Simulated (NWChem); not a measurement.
# Energy and gradient calculation of C2H7BClGa (part 2 of 2)

Continued. System: C2H7BClGa, SMILES [CH3][Ga]([CH3])[BH]Cl. Method: PBE/3-21G, RKS (NWChem 7.3.0). The geometry comes from this level: PBE0-D4/def2-TZVP.

What the program printed, continued
```
      Screening Tolerance Information
      -------------------------------
          Density screening/tol_rho:  1.00D-11
          AO Gaussian exp screening on grid/accAOfunc:  18
          CD Gaussian exp screening on grid/accCDfunc:  20
          XC Gaussian exp screening on grid/accXCfunc:  20
          Schwarz screening/accCoul:  1.00D-09

      Superposition of Atomic Density Guess
      -------------------------------------

 Sum of atomic energies:       -2473.87596509

      Non-variational initial energy
      ------------------------------

 Total energy =   -2475.999825
 1-e energy   =   -4198.996418
 2-e energy   =    1344.575639
 HOMO         =      -0.236022
 LUMO         =      -0.028344

   Time after variat. SCF:      0.2

     ---------------------------------------------
      Total Density - Mulliken Population Analysis
     ---------------------------------------------

    Atom       Charge   Shell Charges
 -----------   ------   -------------------------------------------------------
    1 C    6     7.29   1.99  0.40  1.67  1.20  2.03
    2 Ga  31    29.79   2.00  2.00  6.00  2.00  5.95  0.78  0.76  0.25  0.12  9.94
    3 C    6     7.29   1.99  0.40  1.67  1.20  2.03
    4 B    5     4.98   1.99  0.45  0.89  0.95  0.71
    5 Cl  17    17.32   2.00  1.96  5.91  1.14  3.12  0.85  2.34
    6 H    1     0.72   0.41  0.31
    7 H    1     0.72   0.41  0.31
    8 H    1     0.72   0.41  0.31
    9 H    1     0.72   0.41  0.31
   10 H    1     0.72   0.41  0.31
   11 H    1     0.72   0.41  0.31
   12 H    1     1.00   0.44  0.56
   Time prior to 1st pass:      0.2

 Grid_pts file          = ./geom.gridpts.0
 Record size in doubles =  12289        No. of grid_pts per rec  =   3070
 Max. records in memory =    670        Max. recs in file   = *********

 Grid integrated density:      72.000001481497
 Requested integration accuracy:   0.10E-07

           Memory utilization after 1st SCF pass:
           Heap Space remaining (MW):       30.30            30297150
          Stack Space remaining (MW):       72.09            72088868

   convergence    iter        energy       DeltaE   RMS-Dens  Diis-err    time
 ---------------- ----- ----------------- --------- --------- ---------  ------
 d= 0,ls=0.0,diis     1  -2477.3774555332 -2.86D+03  2.25D-02  6.62D-01     2.1
 d= 0,ls=0.0,diis     2  -2477.2816400631  9.58D-02  1.66D-02  1.06D+00     3.4
 Grid integrated density:      72.000000848145
 Requested integration accuracy:   0.10E-07
 d= 0,ls=0.0,diis     3  -2477.4395213426 -1.58D-01  4.87D-03  1.24D-01     4.7
 Grid integrated density:      72.000000894054
 Requested integration accuracy:   0.10E-07
 d= 0,ls=0.0,diis     4  -2477.4613106954 -2.18D-02  9.45D-04  1.69D-03     6.0
 d= 0,ls=0.0,diis     5  -2477.4614866839 -1.76D-04  3.90D-04  4.38D-04     7.7
  Resetting Diis
 d= 0,ls=0.0,diis     6  -2477.4615669576 -8.03D-05  7.05D-05  3.16D-05     9.4
 d= 0,ls=0.0,diis     7  -2477.4615721169 -5.16D-06  3.34D-05  1.20D-06    11.1
 d= 0,ls=0.0,diis     8  -2477.4615717786  3.38D-07  2.09D-05  3.58D-06    12.8
 d= 0,ls=0.0,diis     9  -2477.4615723039 -5.25D-07  2.97D-06  2.54D-08    14.5
 d= 0,ls=0.0,diis    10  -2477.4615723082 -4.31D-09  9.27D-07  3.03D-09    16.2

         Total DFT energy =    -2477.461572308166
      One electron energy =    -4200.476059633841
           Coulomb energy =     1464.580721493093
    Exchange-Corr. energy =     -119.987188289381
 Nuclear repulsion energy =      378.420954121963

 Numeric. integr. density =       72.000000017423

     Total iterative time =     16.0s

     ---------------------------------------------
      Total Density - Mulliken Population Analysis
     ---------------------------------------------

    Atom       Charge   Shell Charges
 -----------   ------   -------------------------------------------------------
    1 C    6     6.94   1.99  0.36  1.64  1.18  1.78
    2 Ga  31    30.13   2.00  2.00  5.99  2.00  5.95  0.89  1.12  0.18  0.15  9.85
    3 C    6     6.94   1.99  0.36  1.64  1.18  1.78
    4 B    5     5.32   1.99  0.41  1.20  0.93  0.79
    5 Cl  17    17.11   2.00  1.95  5.89  1.18  3.11  0.86  2.13
    6 H    1     0.77   0.46  0.31
    7 H    1     0.77   0.46  0.31
    8 H    1     0.77   0.46  0.31
    9 H    1     0.77   0.46  0.31
   10 H    1     0.77   0.46  0.31
   11 H    1     0.77   0.46  0.31
   12 H    1     0.92   0.46  0.46

     -------------------------------------------
      Total Density - Lowdin Population Analysis
     -------------------------------------------

    Atom       Charge   Shell Charges
 -----------   ------   -------------------------------------------------------
    1 C    6     6.54   1.97  0.43  1.55  0.63  1.96
    2 Ga  31    30.51   2.00  2.00  5.99  1.98  5.87  0.69  1.24  0.35  0.51  9.87
    3 C    6     6.54   1.97  0.43  1.55  0.63  1.96
    4 B    5     5.25   1.98  0.45  1.14  0.56  1.13
    5 Cl  17    16.94   2.00  1.95  5.84  1.02  2.96  0.80  2.38
    6 H    1     0.87   0.45  0.42
    7 H    1     0.87   0.45  0.42
    8 H    1     0.88   0.45  0.42
    9 H    1     0.88   0.45  0.42
   10 H    1     0.87   0.45  0.42
   11 H    1     0.87   0.45  0.42
   12 H    1     0.97   0.45  0.52

 center of mass
 --------------
 x =   0.01716548 y =   1.54478071 z =  -0.39845981

 moments of inertia (a.u.)
 ------------------
        1471.507208512746         -17.811255236730         -99.879368862778
         -17.811255236730         492.525181634264         302.536085644946
         -99.879368862778         302.536085644946        1558.479565956149

     Multipole analysis of the density
     ---------------------------------

     L   x y z        total         alpha         beta         nuclear
     -   - - -        -----         -----         ----         -------
     0   0 0 0     -0.000000    -36.000000    -36.000000     72.000000

     1   1 0 0      0.044260     -0.278053     -0.278053      0.600366
     1   0 1 0     -0.643924    -52.333272    -52.333272    104.022620
     1   0 0 1      0.056508     12.816787     12.816787    -25.577065

     2   2 0 0    -36.658679   -110.367750   -110.367750    184.076821
     2   1 1 0     -0.254001     -9.069731     -9.069731     17.885460
     2   1 0 1     -0.421351    -30.576766    -30.576766     60.732182
     2   0 2 0    -41.546826   -422.526239   -422.526239    803.505651
     2   0 1 1      1.480523    100.535589    100.535589   -199.590655
     2   0 0 2    -36.605070    -85.518151    -85.518151    134.431231

            General Information
            -------------------
          SCF calculation type: DFT
          Wavefunction type:  closed shell.
          No. of atoms     :    12
          No. of electrons :    72
           Alpha electrons :    36
            Beta electrons :    36
          Charge           :     0
          Spin multiplicity:     1
          Use of symmetry is: off; symmetry adaption is: off
          Maximum number of iterations: 100
          AO basis - number of functions:    76
                     number of shells:    46
          Convergence on energy requested:  1.00D-08
          Convergence on density requested:  1.00D-05
          Convergence on gradient requested:  5.00D-04

              XC Information
              --------------
          PerdewBurkeErnzerhof Exchange Functional  1.000
            Perdew 1991 LDA Correlation Functional  1.000 local
           PerdewBurkeErnz. Correlation Functional  1.000 non-local

             Grid Information
             ----------------
          Grid used for XC integration:  xfine
          Radial quadrature: Mura-Knowles
          Angular quadrature: Lebedev.
          Tag              B.-S. Rad. Rad. Pts. Rad. Cut. Ang. Pts.
          ---              ---------- --------- --------- ---------
          C                   0.70      100          12.0      1454
          Ga                  1.30      160          10.0      1454
          B                   0.85      100          11.0      1454
          Cl                  1.00      125          13.0      1454
          H                   0.35      100          13.0      1202
          Grid pruning is: on
          Number of quadrature shells:  1285
          Spatial weights used:  Erf1

          Convergence Information
          -----------------------
          Convergence aids based upon iterative change in
          total energy or number of iterations.
          Levelshifting, if invoked, occurs when the
          HOMO/LUMO gap drops below (HL_TOL):  1.00D-02
          DIIS, if invoked, will attempt to extrapolate
          using up to (NFOCK): 10 stored Fock matrices.

                    Damping( 0%)  Levelshifting(0.5)       DIIS
                  --------------- ------------------- ---------------
          dE  on:    start            ASAP                start
          dE off:    2 iters        100 iters           100 iters

      Screening Tolerance Information
      -------------------------------
          Density screening/tol_rho:  1.00D-11
          AO Gaussian exp screening on grid/accAOfunc:  18
          CD Gaussian exp screening on grid/accCDfunc:  20
          XC Gaussian exp screening on grid/accXCfunc:  20
          Schwarz screening/accCoul:  1.00D-09

                            NWChem DFT Gradient Module
                            --------------------------

  charge          =   0.00
  wavefunction    = closed shell

                         DFT ENERGY GRADIENTS

    atom               coordinates                        gradient
                 x          y          z           x          y          z
   1 C      -3.094238  -1.774642  -0.456936   -0.011486  -0.007704  -0.000380
   2 Ga      0.113195   0.130202  -0.202957   -0.000306   0.001276   0.000318
   3 C       2.682844  -1.107757   2.212113    0.008972  -0.004527   0.009111
   4 B       0.707324   3.377508  -2.384267   -0.004595   0.025098   0.003258
   5 Cl     -0.232058   6.320189  -1.174465    0.007878  -0.024055  -0.010253
   6 H      -4.597704  -0.691640   0.463361    0.006132  -0.003670  -0.003597
   7 H      -3.669092  -2.049219  -2.420361    0.001970   0.001250   0.007206
   8 H      -2.973862  -3.612778   0.469975   -0.000791   0.006797  -0.003496
   9 H       4.046471   0.337316   2.759945   -0.004755  -0.005362  -0.002087
  10 H       1.786547  -1.868750   3.909087    0.003331   0.002593  -0.006409
  11 H       3.729752  -2.659601   1.328477   -0.004403   0.005988   0.002830
  12 H       1.645951   3.494671  -4.439723   -0.001947   0.002315   0.003499

                 ----------------------------------------
                 |  Time  |  1-e(secs)   |  2-e(secs)   |
                 ----------------------------------------
                 |  CPU   |       0.00   |       1.42   |
                 ----------------------------------------
                 |  WALL  |       0.00   |       1.42   |
                 ----------------------------------------

 Task  times  cpu:       20.3s     wall:       20.3s
 Total times  cpu:       20.3s     wall:       20.3s
```

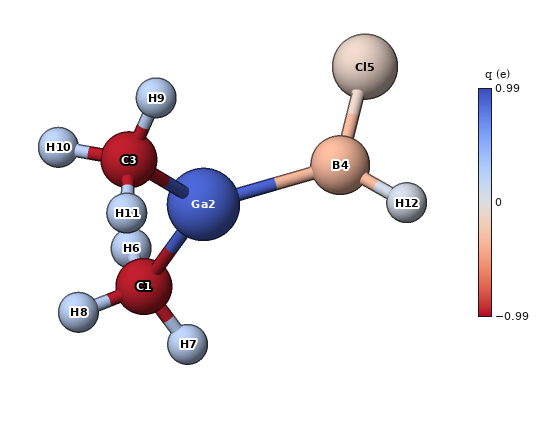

**Figure 1.** Mulliken charges, as the colour of each atom (ball-and-stick view, seen at a tilt; atoms are numbered from 1 in the order of the input). By element: C −0.94, Ga +0.87, B −0.32, Cl −0.11 and H +0.08 to +0.23 e.

The run was set up as follows.

The input
```
start geom
memory total 2200 mb

geometry units au noautosym nocenter noautoz
  C   -3.09423756  -1.77464180  -0.45693578
  Ga   0.11319459   0.13020213  -0.20295659
  C    2.68284418  -1.10775745   2.21211340
  B    0.70732449   3.37750750  -2.38426745
  Cl  -0.23205837   6.32018902  -1.17446479
  H   -4.59770366  -0.69163976   0.46336085
  H   -3.66909224  -2.04921901  -2.42036122
  H   -2.97386200  -3.61277841   0.46997489
  H    4.04647055   0.33731611   2.75994501
  H    1.78654708  -1.86875016   3.90908746
  H    3.72975245  -2.65960055   1.32847747
  H    1.64595145   3.49467052  -4.43972256
end

basis spherical bse
  C library 3-21G
  Ga library 3-21G
  B library 3-21G
  Cl library 3-21G
  H library 3-21G
end

dft
  xc xpbe96 cpbe96
  mult 1
  grid xfine
  convergence energy 1e-08
  maxiter 100
  mulliken
  noprint "final vectors analysis"
end

task dft gradient
```

Launch command:
```bash
nwchem geom.nw > geom.out
```

Results in brief

| quantity | value |
| --- | --- |
| outcome | converged |
| total energy | −2477.461572 hartree |
| basis functions | 76 |
| largest force | 1.404 eV/Å |
| dipole moment | 1.65 D |
| hardware | 1 thread of AMD EPYC (Zen 5), 16 GiB of memory available, shared host |
| wall time | 21 s |
| peak memory | 0.16 GiB |
